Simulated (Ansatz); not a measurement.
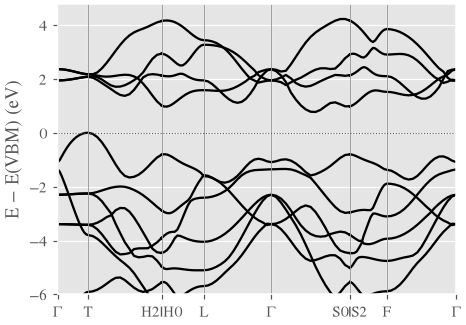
*Band structure from plane-wave PAW PBE+D3(BJ) (Ansatz code)*

**Question.** Read off the gap and where the band edges lie.

**Answer.** About 0.8 eV (0.76 eV by a search for the band edges); maximum at T, minimum on the Γ–S0 line, 54 % of the way from Γ.

The material is MoS2 in space group R3m (No. 160; Mo on 3a, S on 3a, S on 3a).

Symmetry was held in the PBE+D3(BJ) relaxation; of distortions, only those at the zone centre were tested. The run is not spin-polarised. Spin–orbit coupling is left out wherever it is not named.

Potentials: the later of the program's two PAW sets.
